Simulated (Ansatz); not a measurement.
ClFH$_{4}$OW

```tsv
atom	x (Å)	y (Å)	z (Å)
W	0.1771	0.0449	0.3990
Cl	0.8632	0.2306	2.6465
H	1.5923	-0.0356	-0.4835
O	-0.1803	1.8085	0.0866
H	-0.5241	2.6756	-0.0414
H	-0.9802	-0.2726	-1.1436
F	-0.0981	-1.7862	0.5336
H	-0.2629	-0.2982	-1.4859
```

Core potentials replace the inner electrons of W.

All numbers below come from Ansatz, RHF/def2-SVP.

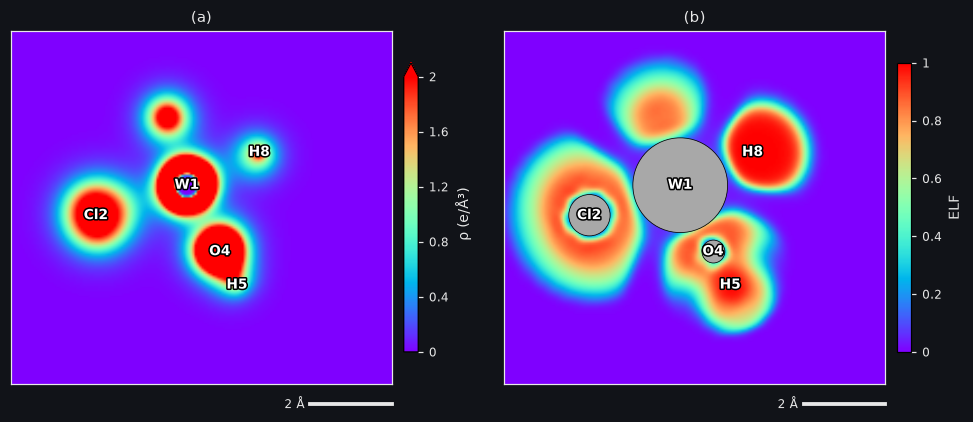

Figure 1. (a) electron density; (b) ELF on the plane of atoms O4, W1 and H8. Grey discs cover the atomic cores in the ELF map.

Q: What does the map show?

A: The section cuts through W, Cl, O and H sites.
W–O (1.83 Å): the density is about 1.1 e/Å³ at the midpoint; the ELF peaks at about 0.85 in the valence shell of O, 0.5 Å from its nucleus, and drops to about 0.20 between the two atoms.
W–Cl (2.36 Å): ρ at the midpoint is about 0.58 e/Å³; the ELF peaks at about 0.85 in the valence shell of Cl, 0.9 Å from its nucleus, and is about 0.35 at the midpoint.
O–H (0.94 Å): ρ at the midpoint is about 3.9 e/Å³; the ELF climbs to about 1 towards the hydrogen, as it does in any bond to H; an ordinary covalent bond to hydrogen.

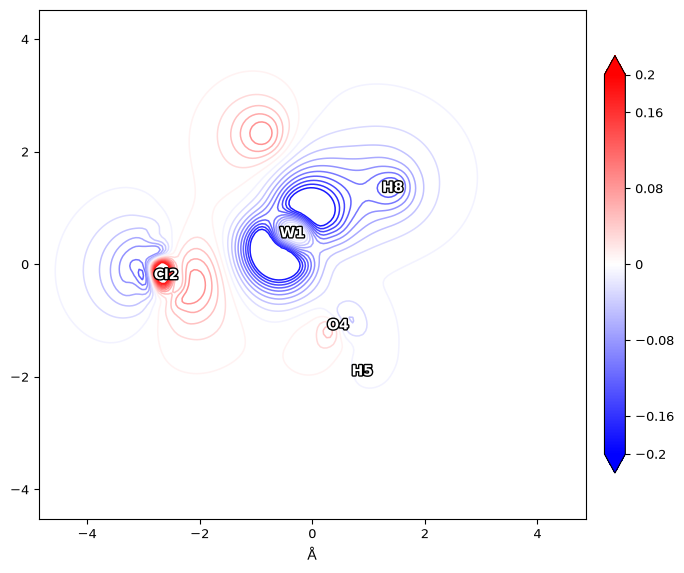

Figure 2. The HOMO on the plane of atoms Cl2, W1 and O4 (values in Å⁻³ᐟ²; the overall sign is arbitrary).

Q: Where does this orbital lie, and at what energy?

A: It lies mainly on W1 (about 60 %) and Cl2 (about 25 %). Its energy is −9.58 eV.

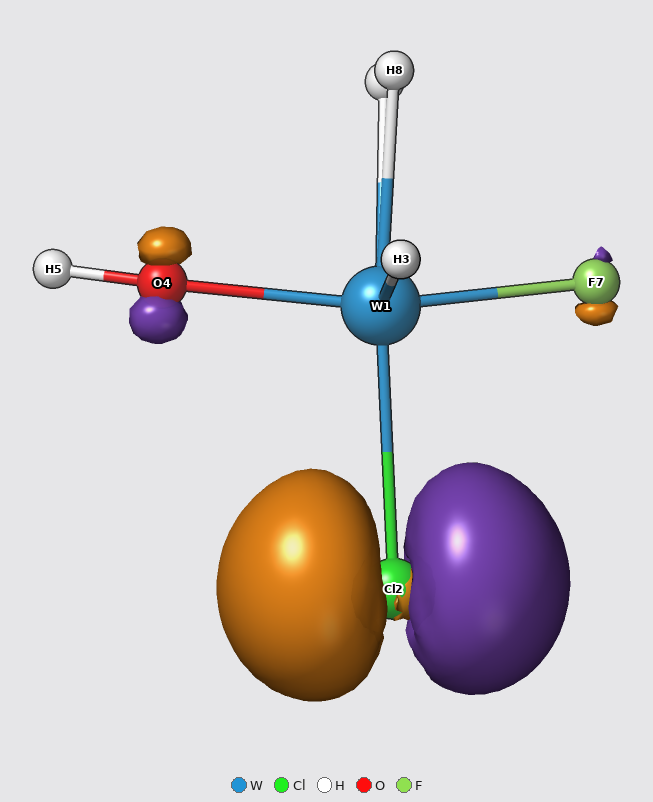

Figure 3. The HOMO−1 at ±0.2 Å⁻³ᐟ² (orange and purple are the two phases), seen across its widest extent.

Q: Where does this orbital lie, and at what energy?

A: It lies mainly on Cl2 (about 90 %); largely a lone pair of Cl2. Its energy is −11.70 eV.
